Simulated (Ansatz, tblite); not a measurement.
# The cluster Ga12P10Br6: charged states by level of theory

Aim: the energy of removing and adding an electron for the cluster Ga12P10Br6, by energy differences, and how well orbital energies stand in for it.

Program: Ansatz 0.2.0, Gaussian basis. Level of theory: as each input shows. These are calculated values, not measurements.

Levels to be run: charge +1 doublet, at the geometry of the singlet (PBE0-D4/def2-TZVP, PBE-D4/def2-TZVP, r2SCAN0-D4/def2-TZVP); charge -1 doublet, at the geometry of the singlet (PBE0-D4/def2-TZVP, PBE-D4/def2-TZVP, r2SCAN0-D4/def2-TZVP); the starting singlet's energies come from earlier runs.

1 further run of the same task is left out (set aside as unsound or not needed). Runs told in other sessions of the task aren't counted.

## (1) The geometry

The singlet was relaxed beforehand with PBE-D4/def2-SVP.

28 atoms, charge 0, spin multiplicity 1.

Atoms are counted from 1 here; the program's logs count them from 0.

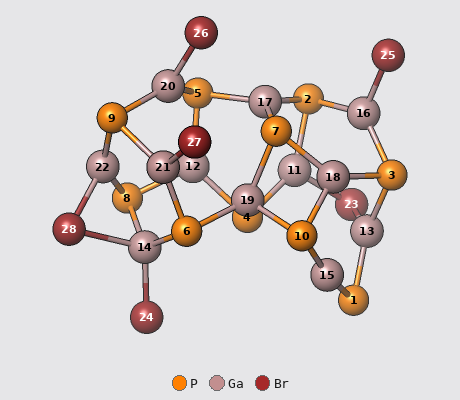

The structure; phosphorus orange, gallium pink, bromine red; atoms are numbered from 1 in the order of the file.

## (2) Charge +1 doublet at the fixed geometry, PBE0-D4/def2-TZVP

The input, in.yaml:

```yaml
crystal:
  periodic: [false, false, false]
  atoms:
    - {symbol: P, position_ang: [-0.064308, -4.877114, -2.512495]}
    - {symbol: P, position_ang: [-2.293907, 1.398552, -3.013177]}
    - {symbol: P, position_ang: [0.761366, -1.150883, -4.520076]}
    - {symbol: P, position_ang: [-1.333353, -1.609719, -0.025650]}
    - {symbol: P, position_ang: [-2.035961, 2.568493, 0.468982]}
    - {symbol: P, position_ang: [1.592582, -1.010592, 2.510127]}
    - {symbol: P, position_ang: [1.544108, 1.340617, -1.076294]}
    - {symbol: P, position_ang: [-2.454866, -0.180948, 3.405577]}
    - {symbol: P, position_ang: [0.614625, 2.991739, 3.817260]}
    - {symbol: P, position_ang: [2.787761, -1.922777, -0.868381]}
    - {symbol: Ga, position_ang: [-2.036659, -0.663897, -1.988268]}
    - {symbol: Ga, position_ang: [-1.918300, 0.344678, 1.202024]}
    - {symbol: Ga, position_ang: [-0.422365, -2.895676, -3.520218]}
    - {symbol: Ga, position_ang: [-0.451990, -1.506770, 3.585247]}
    - {symbol: Ga, position_ang: [1.482519, -3.588767, -1.599471]}
    - {symbol: Ga, position_ang: [-0.484275, 0.799648, -4.319092]}
    - {symbol: Ga, position_ang: [-0.672818, 1.966552, -1.341748]}
    - {symbol: Ga, position_ang: [1.766127, -0.531703, -2.481788]}
    - {symbol: Ga, position_ang: [0.958349, -0.670701, 0.240510]}
    - {symbol: Ga, position_ang: [-0.223511, 3.360223, 1.668834]}
    - {symbol: Ga, position_ang: [1.907938, 1.247189, 2.820946]}
    - {symbol: Ga, position_ang: [-0.890972, 1.288654, 4.217719]}
    - {symbol: Br, position_ang: [-2.905100, -2.372003, -3.679149]}
    - {symbol: Br, position_ang: [-0.755690, -3.767618, 4.003609]}
    - {symbol: Br, position_ang: [0.586962, 2.585771, -5.344378]}
    - {symbol: Br, position_ang: [0.942066, 4.948582, 0.431206]}
    - {symbol: Br, position_ang: [3.888310, 2.111857, 1.989043]}
    - {symbol: Br, position_ang: [0.111364, -0.203378, 5.929100]}
basis:
  gaussian: {orbitals: def2-TZVP, fitting: {mean_field: def2-universal-jkfit}}
total_charge: 1
magnetization: {spin_polarized: true, initial_magnetization: 1}
hamiltonian: {xc: pbe0, dispersion: d4}
scf: {omitted_lower_state_checks: [starts]}
output: {orbitals: {seedname: orbitals}}
```

On the command line:

```
ansatz run in.yaml --threads 11 --pin off --events-out ev --progress --plain --max-ram 174080MiB --backend cuda --devices 0, --max-vram 75GiB
```

The log of the run:

```text
Functional definition: PBE0
  name "PBE0"
  cite "Adamo & Barone, J. Chem. Phys. 110, 6158 (1999) doi:10.1063/1.478522"
  cite "Perdew, Burke & Ernzerhof, Phys. Rev. Lett. 77, 3865 (1996) doi:10.1103/PhysRevLett.77.3865"
  parent pbe
  parameter a = 0.25
  parameter kappa = 0.804
  parameter beta = 0.06672455060314922
  exchange = (1 - a)*pbe_x(kappa = kappa, mu = beta*pi^2/3) + a*exact_x
  correlation = pbe_c(beta = beta)
these checks for a lower state are left out or cut short: starts
6068 factors; integrals over basis functions are off by at most 2.8e-1 eV
mean field evaluation 1: about -1141545.0901 eV, gradient 6.5e1 eV
mean field evaluation 2: about -1141400.4076 eV, gradient 1.6e2 eV
mean field evaluation 4: about -1141558.5010 eV, gradient 1.4e1 eV
mean field evaluation 8: about -1141559.6751 eV, gradient 1.1e0 eV
mean field evaluation 16: about -1141559.6859 eV, gradient 3.8e-2 eV
mean field evaluation 32: about -1141559.6860 eV, gradient 5.2e-4 eV
mean field -1141559.68597926 eV, -41951.5446827915 hartree, gradient 4.5e-6 eV, S^2 0.772601; 0 other end points of the search recorded, 0 dependent functions left out
reference -1141559.68604148 eV, -41951.5446850778 hartree; 366, 365 occupied and 868, 869 virtual orbitals, 6068 factors
Total energy: -1141563.98080119 eV, -41951.7025145860 hartree
Checks for a lower state left out: starts
```

Wall time 53 s (1 × H100 with 11 threads of AMD EPYC 7R13, shared host); peak host memory 2.3 GiB.

From the report: HOMO -9.43 eV, LUMO -8.57 eV (over both spins); ⟨S²⟩ 0.773 (pure: 0.75).

## (3) Charge +1 doublet at the fixed geometry, PBE-D4/def2-TZVP

start.molden holds the orbitals of an earlier run on this state, given as this run's starting guess.

in.yaml: that of step 2 with these lines changed.

```diff
@@ -32,6 +32,6 @@
 basis:
-  gaussian: {orbitals: def2-TZVP, fitting: {mean_field: def2-universal-jkfit}}
+  gaussian: {orbitals: def2-TZVP, fitting: {mean_field: def2-universal-jkfit}, initial_orbitals: start.molden}
 total_charge: 1
 magnetization: {spin_polarized: true, initial_magnetization: 1}
-hamiltonian: {xc: pbe0, dispersion: d4}
+hamiltonian: {xc: pbe, dispersion: d4}
 scf: {omitted_lower_state_checks: [starts]}
```

Launched as before.

The log of the run:

```text
Functional definition: PBE
  name "PBE"
  cite "Perdew, Burke & Ernzerhof, Phys. Rev. Lett. 77, 3865 (1996) doi:10.1103/PhysRevLett.77.3865"
  parent pbe
  parameter kappa = 0.804
  parameter beta = 0.06672455060314922
  exchange = pbe_x(kappa = kappa, mu = beta*pi^2/3)
  correlation = pbe_c(beta = beta)
these checks for a lower state are left out or cut short: starts
6068 factors; integrals over basis functions are off by at most 2.8e-1 eV
mean field evaluation 1: about -1141524.2855 eV, gradient 2.8e1 eV
mean field evaluation 2: about -1141525.4832 eV, gradient 1.5e0 eV
mean field evaluation 4: about -1141525.5565 eV, gradient 3.5e-1 eV
mean field evaluation 8: about -1141525.5590 eV, gradient 2.6e-5 eV
mean field evaluation 16: about -1141525.5590 eV, gradient 3.1e-6 eV
mean field -1141525.55899349 eV, -41950.2905391963 hartree, gradient 3.1e-6 eV, S^2 0.755811; 0 other end points of the search recorded, 0 dependent functions left out
reference -1141525.55907597 eV, -41950.2905422277 hartree; 366, 365 occupied and 868, 869 virtual orbitals, 6068 factors
Total energy: -1141530.24276654 eV, -41950.4626646812 hartree
Checks for a lower state left out: starts
```

Run time: 19 s. Hardware: 1 × H100 with 11 threads of AMD EPYC 7R13, shared host; peak host memory 2.2 GiB.

From the report: HOMO -8.80 eV, LUMO -8.69 eV (over both spins); ⟨S²⟩ 0.756 (pure: 0.75).

## (4) Charge +1 doublet at the fixed geometry, r2SCAN0-D4/def2-TZVP

in.yaml: that of step 3 with these lines changed.

```diff
@@ -35,3 +35,3 @@
 magnetization: {spin_polarized: true, initial_magnetization: 1}
-hamiltonian: {xc: pbe, dispersion: d4}
+hamiltonian: {xc: {name: r2SCAN0}, dispersion: d4}
 scf: {omitted_lower_state_checks: [starts]}
```

Same command.

The log of the run, cut to the lines that bear on the results:

```text
Functional definition: r2SCAN0
  name "r2SCAN0"
  cite "Bursch, Neugebauer, Ehlert & Grimme, J. Chem. Phys. 156, 134105 (2022) doi:10.1063/5.0086040"
  cite "Furness, Kaplan, Ning, Perdew & Sun, J. Phys. Chem. Lett. 11, 8208 (2020) doi:10.1021/acs.jpclett.0c02405"
  cite "Furness, Kaplan, Ning, Perdew & Sun, J. Phys. Chem. Lett. 11, 9248 (2020) doi:10.1021/acs.jpclett.0c03077"
  parent r2scan
[...]
6068 factors; integrals over basis functions are off by at most 2.8e-1 eV
[...]
mean field -1141703.23055870 eV, -41956.8198487878 hartree, gradient 7.1e-6 eV, S^2 0.773338; 0 other end points of the search recorded, 0 dependent functions left out
reference -1141703.23058217 eV, -41956.8198496504 hartree; 366, 365 occupied and 868, 869 virtual orbitals, 6068 factors
Total energy: -1141704.84814781 eV, -41956.8792940910 hartree
Checks for a lower state left out: starts
```

It took 56 s on 1 × H100 with 11 threads of AMD EPYC 7R13, shared host; peak host memory 2.6 GiB.

Report: HOMO -9.54 eV, LUMO -8.55 eV (over both spins); ⟨S²⟩ 0.773 (pure: 0.75).

## (5) Vertical ionisation energy

Charged state less starting state, singlet to doublet; the starting state's energies are those of its earlier runs.

```
               level  vertical ionisation energy (eV)  time
    PBE-D4/def2-TZVP                            +7.29  27 s
   PBE0-D4/def2-TZVP                            +7.65  75 s
r2SCAN0-D4/def2-TZVP                            +7.72  81 s
```

Times add the two runs; a level without a time comes out of a correlated run.

Beside −ε(HOMO) of the starting state:

| level | −ε(HOMO) (eV) | by difference (eV) | mismatch (eV) |
| --- | --- | --- | --- |
| PBE-D4/def2-TZVP | 5.81 | 7.29 | -1.48 |
| PBE0-D4/def2-TZVP | 6.68 | 7.65 | -0.97 |
| r2SCAN0-D4/def2-TZVP | 6.83 | 7.72 | -0.89 |

## (6) Charge -1 doublet at the fixed geometry, PBE0-D4/def2-TZVP

in.yaml: that of step 4 with these lines changed.

```diff
@@ -32,6 +32,6 @@
 basis:
-  gaussian: {orbitals: def2-TZVP, fitting: {mean_field: def2-universal-jkfit}, initial_orbitals: start.molden}
-total_charge: 1
+  gaussian: {orbitals: def2-TZVP, fitting: {mean_field: def2-universal-jkfit}}
+total_charge: -1
 magnetization: {spin_polarized: true, initial_magnetization: 1}
-hamiltonian: {xc: {name: r2SCAN0}, dispersion: d4}
+hamiltonian: {xc: pbe0, dispersion: d4}
 scf: {omitted_lower_state_checks: [starts]}
```

Launched as before.

The log of the run, cut to the lines that bear on the results:

```text
Functional definition: PBE0
  name "PBE0"
  cite "Adamo & Barone, J. Chem. Phys. 110, 6158 (1999) doi:10.1063/1.478522"
  cite "Perdew, Burke & Ernzerhof, Phys. Rev. Lett. 77, 3865 (1996) doi:10.1103/PhysRevLett.77.3865"
  parent pbe
[...]
6068 factors; integrals over basis functions are off by at most 2.8e-1 eV
[...]
mean field -1141570.05200684 eV, -41951.9256272785 hartree, gradient 1.4e-5 eV, S^2 0.756677; 0 other end points of the search recorded, 0 dependent functions left out
reference -1141570.05206585 eV, -41951.9256294473 hartree; 367, 366 occupied and 867, 868 virtual orbitals, 6068 factors
Total energy: -1141574.38893924 eV, -41952.0850066047 hartree
Checks for a lower state left out: starts
```

Wall time 40 s (1 × H100 with 11 threads of AMD EPYC 7R13, shared host); peak host memory 2.3 GiB.

From the report: HOMO -1.82 eV, LUMO -0.70 eV (over both spins); ⟨S²⟩ 0.757 (pure: 0.75).

## (7) Charge -1 doublet at the fixed geometry, PBE-D4/def2-TZVP

in.yaml: that of step 6 with these lines changed.

```diff
@@ -32,6 +32,6 @@
 basis:
-  gaussian: {orbitals: def2-TZVP, fitting: {mean_field: def2-universal-jkfit}}
+  gaussian: {orbitals: def2-TZVP, fitting: {mean_field: def2-universal-jkfit}, initial_orbitals: start.molden}
 total_charge: -1
 magnetization: {spin_polarized: true, initial_magnetization: 1}
-hamiltonian: {xc: pbe0, dispersion: d4}
+hamiltonian: {xc: pbe, dispersion: d4}
 scf: {omitted_lower_state_checks: [starts]}
```

Same command.

The log of the run:

```text
Functional definition: PBE
  name "PBE"
  cite "Perdew, Burke & Ernzerhof, Phys. Rev. Lett. 77, 3865 (1996) doi:10.1103/PhysRevLett.77.3865"
  parent pbe
  parameter kappa = 0.804
  parameter beta = 0.06672455060314922
  exchange = pbe_x(kappa = kappa, mu = beta*pi^2/3)
  correlation = pbe_c(beta = beta)
these checks for a lower state are left out or cut short: starts
6068 factors; integrals over basis functions are off by at most 2.8e-1 eV
mean field evaluation 1: about -1141534.3904 eV, gradient 2.8e1 eV
mean field evaluation 2: about -1141535.5626 eV, gradient 1.4e0 eV
mean field evaluation 4: about -1141535.6145 eV, gradient 1.5e-1 eV
mean field evaluation 8: about -1141535.6158 eV, gradient 1.7e-5 eV
mean field -1141535.61581396 eV, -41950.6601205321 hartree, gradient 8.2e-6 eV, S^2 0.753178; 0 other end points of the search recorded, 0 dependent functions left out
reference -1141535.61589184 eV, -41950.6601233939 hartree; 367, 366 occupied and 867, 868 virtual orbitals, 6068 factors
Total energy: -1141540.34502339 eV, -41950.8339157729 hartree
Checks for a lower state left out: starts
```

Wall time 18 s (1 × H100 with 11 threads of AMD EPYC 7R13, shared host); peak host memory 2.2 GiB.

HOMO -1.39 eV, LUMO -1.22 eV (over both spins); ⟨S²⟩ 0.753 (pure: 0.75).

## (8) Charge -1 doublet at the fixed geometry, r2SCAN0-D4/def2-TZVP

in.yaml: that of step 7 with these lines changed.

```diff
@@ -35,3 +35,3 @@
 magnetization: {spin_polarized: true, initial_magnetization: 1}
-hamiltonian: {xc: pbe, dispersion: d4}
+hamiltonian: {xc: {name: r2SCAN0}, dispersion: d4}
 scf: {omitted_lower_state_checks: [starts]}
```

Launched as before.

The log of the run, cut to the lines that bear on the results:

```text
Functional definition: r2SCAN0
  name "r2SCAN0"
  cite "Bursch, Neugebauer, Ehlert & Grimme, J. Chem. Phys. 156, 134105 (2022) doi:10.1063/5.0086040"
  cite "Furness, Kaplan, Ning, Perdew & Sun, J. Phys. Chem. Lett. 11, 8208 (2020) doi:10.1021/acs.jpclett.0c02405"
  cite "Furness, Kaplan, Ning, Perdew & Sun, J. Phys. Chem. Lett. 11, 9248 (2020) doi:10.1021/acs.jpclett.0c03077"
  parent r2scan
[...]
6068 factors; integrals over basis functions are off by at most 2.8e-1 eV
[...]
mean field -1141713.74390870 eV, -41957.2062072739 hartree, gradient 1.3e-5 eV, S^2 0.762433; 0 other end points of the search recorded, 0 dependent functions left out
reference -1141713.74393121 eV, -41957.2062081013 hartree; 367, 366 occupied and 867, 868 virtual orbitals, 6068 factors
Total energy: -1141715.37836377 eV, -41957.2662723899 hartree
Checks for a lower state left out: starts
```

It took 51 s on 1 × H100 with 11 threads of AMD EPYC 7R13, shared host; peak host memory 2.6 GiB.

From the report: HOMO -1.95 eV, LUMO -0.71 eV (over both spins); ⟨S²⟩ 0.762 (pure: 0.75).

## (9) Vertical electron affinity

Starting state less charged state (positive: the electron is bound), singlet to doublet; the starting state's energies are those of its earlier runs.

| level | vertical electron affinity (eV) | time |
| --- | --- | --- |
| PBE-D4/def2-TZVP | +2.81 | 26 s |
| PBE0-D4/def2-TZVP | +2.76 | 62 s |
| r2SCAN0-D4/def2-TZVP | +2.81 | 75 s |

Times add the two runs; a level without a time comes out of a correlated run.

Beside −ε(LUMO) of the starting state:

```
               level  −ε(LUMO) (eV)  by difference (eV)  mismatch (eV)
    PBE-D4/def2-TZVP           4.19                2.81          +1.39
   PBE0-D4/def2-TZVP           3.66                2.76          +0.90
r2SCAN0-D4/def2-TZVP           3.65                2.81          +0.84
```

## (10) Results

| quantity | value |
| --- | --- |
| vertical ionisation energy, functionals in def2-TZVP | 7.29 (PBE-D4) to 7.72 eV (r2SCAN0-D4) |
| vertical electron affinity, functionals in def2-TZVP | 2.76 (PBE0-D4) to 2.81 eV (r2SCAN0-D4) |

In words: The vertical ionisation energy spans 7.29 to 7.72 eV over the functionals. −ε(HOMO) misses the level's own difference by -0.89 eV at best (r2SCAN0-D4) and -1.48 eV at worst (PBE-D4). The vertical electron affinity spans 2.76 to 2.81 eV over the functionals. −ε(LUMO) misses the level's own difference by +0.84 eV at best (r2SCAN0-D4) and +1.39 eV at worst (PBE-D4).
